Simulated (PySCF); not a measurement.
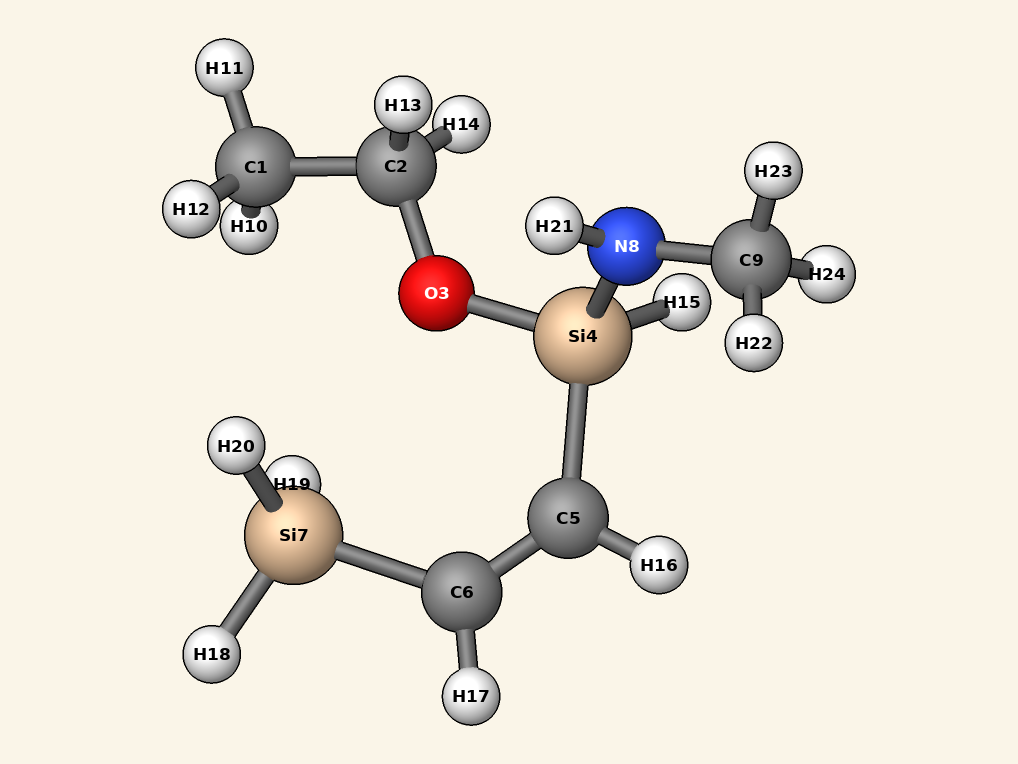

Computed geometry: GFN2-xTB optimisation. No frequency run is at hand to confirm it as a minimum. Method: GIAO PBE0/pcSseg-1 NMR shielding, non-relativistic, gas phase (PySCF 2.14.0). Principal shieldings σ11 ≤ σ22 ≤ σ33, span Ω = σ33 − σ11, skew κ = 3(σiso − σ22)/Ω.

Give the shielding tensors of the N atoms.

| atom | σ11 | σ22 | σ33 | σiso | Ω | κ |
| --- | --- | --- | --- | --- | --- | --- |
| N8 | 209.8 | 231.5 | 271.2 | 237.5 | 61.4 | 0.29 |

Shieldings and span in ppm.

The geometry is semi-empirical. Around Si such bond lengths and angles can be off by a tenth of an ångström or more and by several degrees, and values that hang on the shape move with them.
